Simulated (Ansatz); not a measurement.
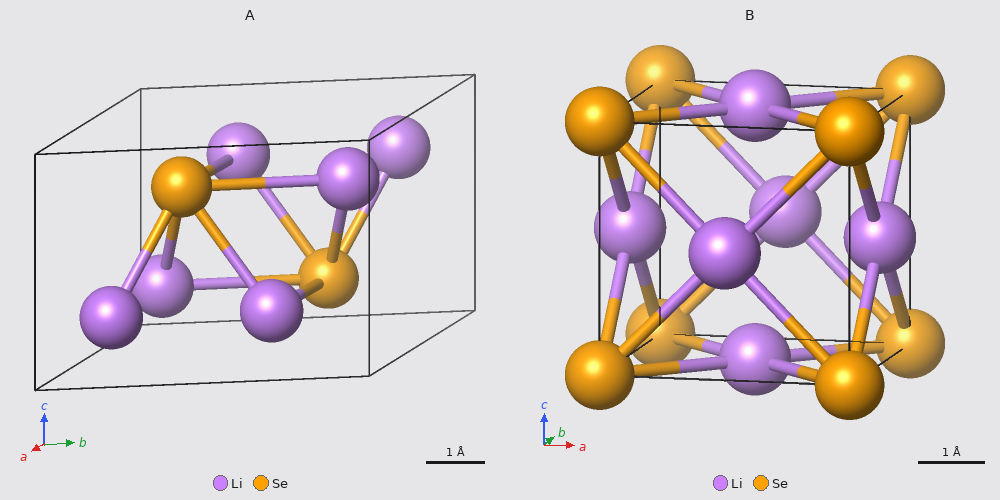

Two structures of Li₃Se, each relaxed to rest (conventional cells in solid outline, small ones repeated, not to one scale). Method: Ansatz, DFT PBE, scalar-relativistic, plane waves, PAW, without spin polarisation.

What are the two structures?

Answer. A: 8 atoms a cell on a primitive hexagonal lattice, P6_3/mmc. B: Cu₃Au (L1₂) type, Pm-3m.

Which structure is more stable?

Answer. A is lower, by 47 meV/atom at this level of theory (energies at zero smearing). Volumes: A 16.0, B 15.1 Å³/atom.

One or both may be structure types tried for this composition rather than known phases.
